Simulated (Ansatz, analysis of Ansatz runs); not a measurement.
# Migration in BaH2 (Pnma): V_H hop (3.0 Å), charge +1

Aim: the barrier of one jump in BaH2 (Pnma) at charge +1: V_H hop (3.0 Å). The model is a cell of 48 host atoms with 1 H taken out; H is the atom that moves.

Calculated with Ansatz 0.2.0; plane-wave PAW DFT, LDA; nudged elastic band between two relaxed defect structures at fixed charge in a uniform background.

## Step 1: Set-up

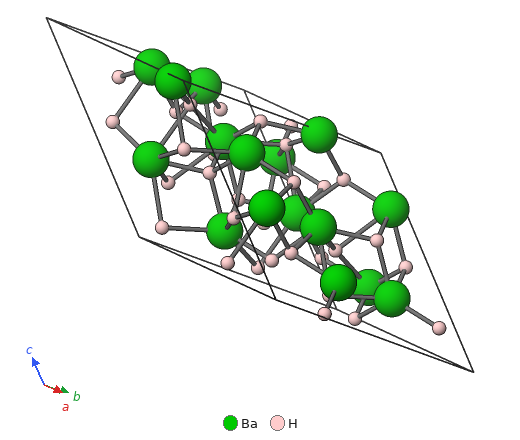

The cell as given, slightly off an axis (barium green, hydrogen pink).

The cell holds 47 atoms: 16 Ba and 31 H. Cell: a = 10.845 Å, b = 10.845 Å, c = 10.845 Å, α = 105.9°, β = 135.9°, γ = 90.4°. It derives from BaH2 (space group Pnma). Nearest the centre at fractional (0.348, 0.378, 0.530): H36 at 1.51 Å, Ba2 at 2.21 Å, Ba9 at 2.31 Å, H32 at 2.66 Å, Ba13 at 2.81 Å, H29 at 2.88 Å, H21 at 3.23 Å, H38 at 3.25 Å. The cell carries charge +1.

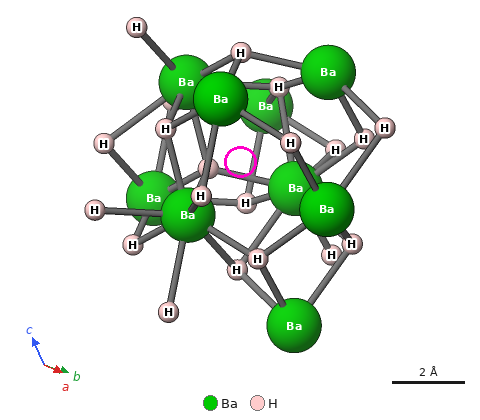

The atoms within 5 Å of the centre. A ring marks the middle of the ideal hop wherever no atom is near it.

The cell's shortest repeat is 8.1 Å.

## Step 2: Relaxation of the start point, charge +1

The ends come first: from an unrelaxed start the top is counted from too high an energy, and the barrier comes out too low. Small random displacements break the symmetry of the ideal sites, so that the defect can distort if it gains by it. The charge of +1 is set by the electron count, and a uniform background keeps the cell neutral.

Input file qp1.start/input.yaml:

```yaml
crystal:
  lattice:
    - [-6.53156083, 4.07331772, 7.63914461]
    - [6.53156083, -4.07331772, 7.63914461]
    - [6.53156083, 4.07331772, -7.63914461]
  atoms:
    - { symbol: Ba, position: [0.31925946, 0.07412116, 0.0048617] }
    - { symbol: Ba, position: [0.31925946, 0.57412116, 0.5048617] }
    - { symbol: Ba, position: [0.81925946, 0.07412116, 0.5048617] }
    - { symbol: Ba, position: [0.81925946, 0.57412116, 0.0048617] }
    - { symbol: Ba, position: [0.18074054, 0.42587884, 0.9951383] }
    - { symbol: Ba, position: [0.18074054, 0.92587884, 0.4951383] }
    - { symbol: Ba, position: [0.68074054, 0.42587884, 0.4951383] }
    - { symbol: Ba, position: [0.68074054, 0.92587884, 0.9951383] }
    - { symbol: Ba, position: [0.18074054, 0.18560225, 0.2548617] }
    - { symbol: Ba, position: [0.18074054, 0.68560225, 0.7548617] }
    - { symbol: Ba, position: [0.68074054, 0.18560225, 0.7548617] }
    - { symbol: Ba, position: [0.68074054, 0.68560225, 0.2548617] }
    - { symbol: Ba, position: [0.31925946, 0.31439775, 0.7451383] }
    - { symbol: Ba, position: [0.31925946, 0.81439775, 0.2451383] }
    - { symbol: Ba, position: [0.81925946, 0.31439775, 0.2451383] }
    - { symbol: Ba, position: [0.81925946, 0.81439775, 0.7451383] }
    - { symbol: H, position: [0.46988563, 0.10861387, 0.88872824] }
    - { symbol: H, position: [0.46988563, 0.60861387, 0.38872824] }
    - { symbol: H, position: [0.96988563, 0.10861387, 0.38872824] }
    - { symbol: H, position: [0.96988563, 0.60861387, 0.88872824] }
    - { symbol: H, position: [0.03011437, 0.39138613, 0.11127176] }
    - { symbol: H, position: [0.03011437, 0.89138613, 0.61127176] }
    - { symbol: H, position: [0.53011437, 0.89138613, 0.11127176] }
    - { symbol: H, position: [0.03011437, 0.41884261, 0.63872824] }
    - { symbol: H, position: [0.03011437, 0.91884261, 0.13872824] }
    - { symbol: H, position: [0.53011437, 0.41884261, 0.13872824] }
    - { symbol: H, position: [0.53011437, 0.91884261, 0.63872824] }
    - { symbol: H, position: [0.46988563, 0.08115739, 0.36127176] }
    - { symbol: H, position: [0.46988563, 0.58115739, 0.86127176] }
    - { symbol: H, position: [0.96988563, 0.08115739, 0.86127176] }
    - { symbol: H, position: [0.96988563, 0.58115739, 0.36127176] }
    - { symbol: H, position: [0.33911476, 0.13913335, 0.55001859] }
    - { symbol: H, position: [0.33911476, 0.63913335, 0.05001859] }
    - { symbol: H, position: [0.83911476, 0.13913335, 0.05001859] }
    - { symbol: H, position: [0.83911476, 0.63913335, 0.55001859] }
    - { symbol: H, position: [0.16088524, 0.36086665, 0.44998141] }
    - { symbol: H, position: [0.16088524, 0.86086665, 0.94998141] }
    - { symbol: H, position: [0.66088524, 0.36086665, 0.94998141] }
    - { symbol: H, position: [0.66088524, 0.86086665, 0.44998141] }
    - { symbol: H, position: [0.16088524, 0.21090382, 0.80001859] }
    - { symbol: H, position: [0.16088524, 0.71090382, 0.30001859] }
    - { symbol: H, position: [0.66088524, 0.21090382, 0.30001859] }
    - { symbol: H, position: [0.66088524, 0.71090382, 0.80001859] }
    - { symbol: H, position: [0.33911476, 0.28909618, 0.19998141] }
    - { symbol: H, position: [0.33911476, 0.78909618, 0.69998141] }
    - { symbol: H, position: [0.83911476, 0.28909618, 0.69998141] }
    - { symbol: H, position: [0.83911476, 0.78909618, 0.19998141] }
total_charge: 1
basis:
  ecutwfc: 420
  xc_grid: 2
hamiltonian:
  xc: lda
kpoints:
  mp_grid: { grid: [1, 1, 1], shift: [0.25, 0.25, 0.25] }
scf:
  occupations: { method: fixed }
  max_iter: 80
output:
  forces: true
relax:
  f_tol: 0.015
  max_steps: 70
  random_displacement: { amplitude: 0.03, seed: 2874 }
```

Launch:

```
ansatz run input.yaml --threads 4 --pin off --max-ram 7536MiB --backend cpu --events-out ev --progress --plain --runs-dir out
```

Numbers of over 12 decimals in the logs are rounded to 6 here.

What it wrote:

```text
[... repeated set-up lines and file paths are left out, and long positions are rounded to six places ...]
The last accepted step is kept in <dir> (removed where the run ends without a failure and the disk answers)
Engine: ansatz 0.2.0, aarch64-unknown-linux-gnu
Pseudopotentials: kind: paw
Pseudopotential: Ba, paw, valence charge 10, recommended cutoff 420 eV (normal), Ba.paw.azcp
Pseudopotential: H, paw, valence charge 1, recommended cutoff 420 eV (normal), H.paw.azcp
Functional definition: SPW92
  exchange = slater_x
  correlation = pw_c
Crystal: 47 atoms, lattice volume = 812.962 Å³
Basis set: ecut = 420 eV, 15881 PW (Γ), exchange–correlation on 150×150×150 points (8 copies of the dense FFT grid, shifted against one another)
Bands: 142, of which v1, the nominal top of the filled ones, is band 95 counted from 1 (94 counted from 0)
Symmetry: 1 space group operations
k-points: 1
Non-local potential: Ba, projectors of the file, l = 0: 3, l = 1: 2, l = 2: 2, l = 3: 2
Non-local potential: H, projectors of the file, l = 0: 2, l = 1: 1
PAW form: soft (Blöchl's): semilocal exchange-correlation on the pseudo side does not see the compensation charge
PAW frozen core: Ba, regenerated for the run's functional, and the local potential with it (the file was generated under x = pbe(κ = 0.804, μ = 0.219515), c = pbe(β = 0.066725))
PAW one-centre angular grid: Ba, 194 points (default); XC on 64 Gauss nodes
PAW one-centre angular grid: H, 110 points (default); XC on 64 Gauss nodes
Initial density: superposition of atomic densities (neutral atoms scaled as one to the charged cell's electrons: chi_scale 0, normalization atom), corrected by the library's trained network
Initial wavefunctions: pseudopotential atomic-orbital guess
Functional: x = slater, c = lda
SCF iter   1: F=—  HF=-92990.250972 eV  |F-HF|=—  |Δ(HF+E_count)|=         —  Δρ=1.09e-2  dr2=1.32e0  ethr=1.77e-3  ⟨swp⟩=9.0  Hψ=452  notcnv=0  defer=44
preconditioner: auto → Resta (q_TF=auto, 2.141 Å⁻¹)  ε∞=2.8  [insulator: Δε(μ)=2.219 eV  Ē_g=12.100 eV  n_scr=138 (ndim 8)  ℏωp=16.4 eV  f_vac=0.000  ε∞_Penn≈2.8]
SCF iter   2: F=—  HF=-92989.846105 eV  |F-HF|=—  |Δ(HF+E_count)|=   4.05e-1  Δρ=4.17e-3  dr2=2.16e-1  ethr=6.93e-4  ⟨swp⟩=4.0  Hψ=188  notcnv=0  defer=45
SCF iter   3: F=—  HF=-92989.782696 eV  |F-HF|=—  |Δ(HF+E_count)|=   6.34e-2  Δρ=7.72e-4  dr2=1.09e-2  ethr=1.14e-4  ⟨swp⟩=5.0  Hψ=198  notcnv=0  defer=22
automatic band count: iteration 3 solves 119 bands in place of 142: the levels show a gap, and the empty bands left out lie too high to hold charge; the band table lists the bands solved (type scf.n_extra_bands for more)
SCF iter   4: F=—  HF=-92989.784824 eV  |F-HF|=—  |Δ(HF+E_count)|=   2.13e-3  Δρ=2.05e-4  dr2=1.03e-3  ethr=5.73e-6  ⟨swp⟩=7.0  Hψ=186  notcnv=0  defer=22
SCF iter   5: F=—  HF=-92989.785483 eV  |F-HF|=—  |Δ(HF+E_count)|=   6.59e-4  Δρ=5.31e-5  dr2=3.80e-5  ethr=5.41e-7  ⟨swp⟩=3.0  Hψ=201  notcnv=0  defer=22
SCF iter   6: F=-92989.785512 eV  HF=-92989.785512 eV  |F-HF|=6.24e-8  |Δ(HF+E_count)|=   2.87e-5  Δρ=1.06e-5  dr2=1.02e-6  ethr=2.96e-9  ⟨swp⟩=5.0  Hψ=414  notcnv=0
SCF 1 converged in 6 iterations: F = -92989.785512 eV  dr2 = 1.02e-6
  greatest PAW one-centre occupation: 0.956 electrons in one spin orbital (limit 2), on the Ba atom at site 8 (counted from 0), in its partial waves of l = 0
relax step   1: F+E_penalty+E_count = -92989.78551190 eV  Δ(F+E_penalty+E_count) = +0.000e0 eV  max|allowed force component| = 7.525e-1 eV/Å  Δτ_max = 0.0000 Å  (6 SCF iters, dr2 threshold 5.63e-6 eV, accepted)
[... the SCF cycles and remarks between the steps are left out from here to the last step ...]
relax step   2: F+E_penalty+E_count = -92990.02308881 eV  Δ(F+E_penalty+E_count) = -2.376e-1 eV  max|allowed force component| = 6.121e-1 eV/Å  Δτ_max = 0.1950 Å  (5 SCF iters, dr2 threshold 3.54e-5 eV, accepted)
relax step   3: F+E_penalty+E_count = -92990.25639063 eV  Δ(F+E_penalty+E_count) = -2.333e-1 eV  max|allowed force component| = 9.996e-2 eV/Å  Δτ_max = 0.2000 Å  (5 SCF iters, dr2 threshold 2.34e-5 eV, accepted)
relax step   4: F+E_penalty+E_count = -92990.27428729 eV  Δ(F+E_penalty+E_count) = -1.790e-2 eV  max|allowed force component| = 1.575e-2 eV/Å  Δτ_max = 0.0694 Å  (5 SCF iters, dr2 threshold 6.24e-7 eV, accepted)
SCF iter   1: F=—  HF=-92990.275473 eV  |F-HF|=—  |Δ(HF+E_count)|=         —  Δρ=3.98e-4  dr2=2.19e-3  ethr=9.61e-6  ⟨swp⟩=3.0  Hψ=173  notcnv=0  defer=22
automatic band count: iteration 1 solves 119 bands in place of 142: the levels show a gap, and the empty bands left out lie too high to hold charge; the band table lists the bands solved (type scf.n_extra_bands for more)
SCF iter   2: F=—  HF=-92990.274976 eV  |F-HF|=—  |Δ(HF+E_count)|=   4.97e-4  Δρ=2.06e-4  dr2=5.30e-4  ethr=1.15e-6  ⟨swp⟩=1.0  Hψ=127  notcnv=0  defer=22
SCF iter   3: F=—  HF=-92990.274826 eV  |F-HF|=—  |Δ(HF+E_count)|=   1.50e-4  Δρ=1.79e-5  dr2=4.66e-6  ethr=2.79e-7  ⟨swp⟩=2.0  Hψ=131  notcnv=0  defer=19
SCF iter   4: F=—  HF=-92990.275230 eV  |F-HF|=—  |Δ(HF+E_count)|=   4.03e-4  Δρ=5.68e-6  dr2=3.35e-7  ethr=2.45e-9  ⟨swp⟩=2.0  Hψ=179  notcnv=0  defer=19
SCF iter   5: F=-92990.275230 eV  HF=-92990.275230 eV  |F-HF|=1.62e-9  |Δ(HF+E_count)|=   2.11e-8  Δρ=1.05e-6  dr2=1.38e-8  ethr=5.26e-11  ⟨swp⟩=4.0  Hψ=408  notcnv=0
SCF 5 converged in 5 iterations: F = -92990.275230 eV  dr2 = 1.38e-8
relax step   5: F+E_penalty+E_count = -92990.27522966 eV  Δ(F+E_penalty+E_count) = -9.424e-4 eV  max|allowed force component| = 3.426e-3 eV/Å  Δτ_max = 0.0149 Å  (5 SCF iters, accepted)
SCF converged after 5 iterations
Free energy (F): -92990.275230 eV
Harris-Foulkes:  -92990.275230 eV  (|F-HF|=1.62e-9)
Internal energy: -92990.275230 eV  (E = F + TS)
E sigma→0 (E₀):  -92990.275230 eV
Fermi energy:    4.970857 eV
--- Per-component energies (eV) ---
  E_band       = -935.736252
  E_kinetic    = 3106.941235
  E_local      = -4851.730444  (includes V_loc(G=0)·N_el)
  E_nonlocal   = 1000.067382
  E_hartree    = 1487.153237
  E_xc         = -2943.900742
  E_vxc        = -2530.727782  (∫ρ·V_xc dr)
  E_paw        = -80935.671978  (= ΣΔE_a)
  E_vpaw       = -634.559708  (= ΣTr[D̂ρ^β])
  E_aug_tail   = -0.033693  (compensation charges beyond the density's cutoff)
  E_ewald      = -9857.620475
  E_core_change = 4.520250  (= ΣΔE_core)
  E_smearing   = -0.000000  (= −TS)
  E_closure    = 0.000000  (closes the sum)
  E_deformation_potential = 14.981234  (in the stress; not in F)
  Σ components = -92990.275230   (vs F -92990.275230, Δ=0.00e0)
--- Forces (eV/Å), atoms counted from 1 ---
  atom   1  Ba     0.00130446    -0.00062865     0.00033343
  atom   2  Ba     0.00005469     0.00103953    -0.00313459
  [... 6 atoms left out ...]
  atom   9  Ba     0.00110236     0.00048773     0.00022790
  [... 3 atoms left out ...]
  atom  13  Ba    -0.00014651    -0.00044733     0.00154200
  [... 7 atoms left out ...]
  atom  21  H      0.00002483    -0.00002990     0.00249761
  [... 7 atoms left out ...]
  atom  29  H      0.00046274     0.00000872     0.00045763
  [... 2 atoms left out ...]
  atom  32  H     -0.00150457     0.00003530     0.00003998
  [... 3 atoms left out ...]
  atom  36  H     -0.00034436    -0.00011916    -0.00094914
  [... 1 atom left out ...]
  atom  38  H     -0.00011440     0.00000409    -0.00067280
  [... 4 atoms left out ...]
  atom  43  H     -0.00203425    -0.00031093    -0.00108006
  atom  44  H     -0.00026186     0.00046753    -0.00032235
  [... 3 atoms left out ...]
  max |Σ_I F_I| component: 1.15e-5 eV/Å
--- Relaxed structure (5 steps of the walk, 5 accepted, 0 SCFs on fresh bases) ---
  F+E_penalty+E_count = -92990.27522966 eV   max|allowed force component| = 3.426e-3 eV/Å
  atoms:
    - { symbol: Ba, position: [0.322553, 0.077725, 0.008280] }
    - { symbol: Ba, position: [0.314159, 0.582268, 0.503729] }
    [... 6 atoms left out ...]
    - { symbol: Ba, position: [0.167397, 0.166568, 0.239194] }
    [... 3 atoms left out ...]
    - { symbol: Ba, position: [0.316684, 0.316594, 0.749857] }
    [... 7 atoms left out ...]
    - { symbol: H, position: [0.020419, 0.387717, 0.117262] }
    [... 7 atoms left out ...]
    - { symbol: H, position: [0.475655, 0.590138, 0.864413] }
    [... 2 atoms left out ...]
    - { symbol: H, position: [0.343444, 0.147101, 0.553552] }
    [... 3 atoms left out ...]
    - { symbol: H, position: [0.183797, 0.357903, 0.457799] }
    [... 1 atom left out ...]
    - { symbol: H, position: [0.650025, 0.357848, 0.924000] }
    [... 4 atoms left out ...]
    - { symbol: H, position: [0.657149, 0.701585, 0.794397] }
    - { symbol: H, position: [0.350864, 0.298599, 0.226228] }
    [... 3 atoms left out ...]
```

The job ended after 18 s (4 threads of Arm Neoverse V1, shared host; peak memory 0.87 GiB; 64 s of CPU time).

Relaxation path:

| step | energy less that of the first step (eV) | largest force component (eV/Å) |
| --- | --- | --- |
| 1 | 0.0000 | 0.7525 |
| 2 | -0.2376 | 0.6121 |
| 3 | -0.4709 | 0.1000 |
| 4 | -0.4888 | 0.0157 |
| 5 | -0.4897 | 0.0034 |

The atoms that moved most (Å, from the sites as typed, ahead of the random displacement, the mean shift of all atoms taken out):

| atom | dx | dy | dz | length |
| --- | --- | --- | --- | --- |
| Ba7 | -0.106 | 0.000 | 0.215 | 0.240 |
| H38 | -0.119 | -0.137 | 0.090 | 0.203 |
| H36 | -0.119 | 0.138 | 0.090 | 0.203 |
| H46 | 0.156 | -0.116 | -0.041 | 0.199 |
| H44 | 0.156 | 0.116 | -0.041 | 0.199 |
| Ba11 | -0.141 | 0.040 | -0.131 | 0.196 |
| Ba9 | -0.141 | -0.040 | -0.130 | 0.196 |
| Ba15 | -0.117 | 0.000 | 0.124 | 0.170 |

Neighbours of H36 at the end:

| atom | distance (Å) |
| --- | --- |
| Ba2 | 2.537 |
| Ba13 | 2.558 |
| Ba9 | 2.578 |
| Ba15 | 2.635 |
| H32 | 2.843 |
| H21 | 2.855 |
| H19 | 3.036 |
| H29 | 3.090 |

This step gave:

- free energy: -92990.2752 eV
- largest move from the ideal geometry of this structure, a common shift of the far atoms taken out: 0.2468 Å

The relaxation gained 0.490 eV and ended with a largest force component of 0.0034 eV/Å.

[end of part 1 of 5]

[Logs are printed without paths, hosts, clocks, repeated set-up lines and the standing remarks that a program may print on its own settings, such as how far it seeks lower states.]

[Hosts, paths, dates, database ids (printed as entryN), source tags and the programs' standing remarks are cut or masked in the printed files.]
